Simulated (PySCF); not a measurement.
Sn(H)2(F)(Br), H2BrFSn, SMILES [F][SnH2][Br] at its CAM-B3LYP/def2-SVP optimised geometry (Å):

```
5

Sn    -0.9604    -0.2574     0.0000
F     -1.4894    -1.0005    -1.7012
Br     1.5178    -0.2574     0.0000
H     -1.5168    -1.3469     1.1781
H     -1.5178     1.3469     0.0000
```

Method: CAM-B3LYP/def2-TZVP, def2 effective core potentials past Kr in PySCF. The core electrons that the potentials of Sn replace are not part of the density.

Map of the log10 of the electron density (e/bohr³), floored at −4 on the plane z = 1.2 Å:

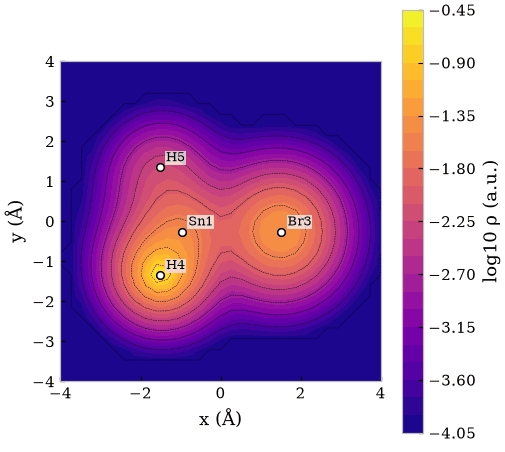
Fig. 1. Log10 of the electron density (e/bohr³), floored at −4 on the plane z = 1.2 Å.
